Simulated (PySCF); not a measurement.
**H3NO (hydroxylamine): density, localisation and related maps**

Input file:

```
{"job": {"kind": "nmr", "xc": "PBE0", "basis": "pcSseg-2"}, "charge": 0, "multiplicity": 1}
N     -0.484913     0.133414    -0.230162
O      0.892755    -0.204046    -0.327159
H     -0.588370     0.516992     0.704909
H     -0.967607    -0.760352    -0.221821
H      1.176460     0.278751    -1.107338
```

Run with:

```sh
OMP_NUM_THREADS=1 python probes_run.py task.json out
```

Geometry: PBE0-D3(BJ)/def2-TZVP.

Level of theory: PySCF 2.14.0, PBE0/pcSseg-2, SCF density, gas phase, non-relativistic.

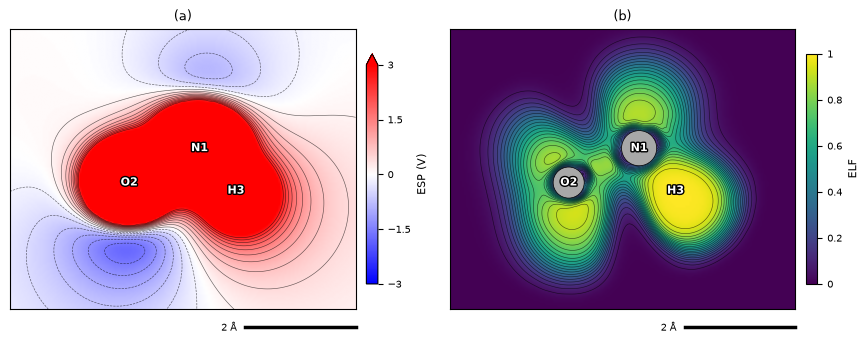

Figure 1. (a) molecular electrostatic potential; (b) ELF on the plane of atoms O2, N1 and H3. Grey discs cover the atomic cores in the ELF map.

Q: Interpret the plot.

A: Atoms in the plane: N, O and H. N–O (1.42 Å): the ELF peaks at about 0.85 between the atoms: a shared electron pair. N–H (1.02 Å): the ELF climbs to about 1 towards the hydrogen, as it does in any bond to H; an ordinary covalent bond to hydrogen. The ELF also peaks beside O2, away from the bonds: lone-pair regions. Outside the dense part of the molecule the potential is most negative (−1.8 V) near O2.

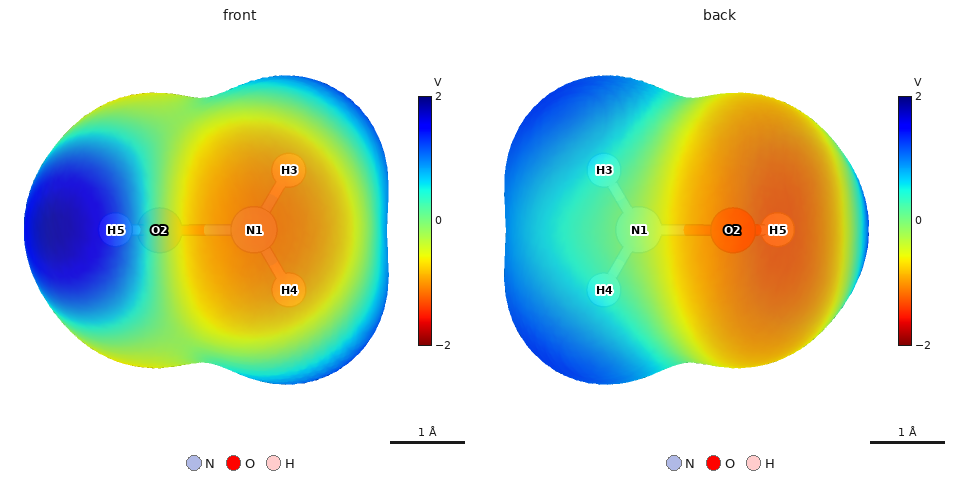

Figure 2. The electrostatic potential painted on the density surface at 0.001 e/bohr³, seen from the front and from behind; the colour scale runs from red (negative) to blue (positive).

Q: Describe the electrostatic potential map.

A: The most negative region (about −1.2 V) lies over O2, the most positive (about +1.7 V) over H5. O2 is the likeliest acceptor of a hydrogen bond.
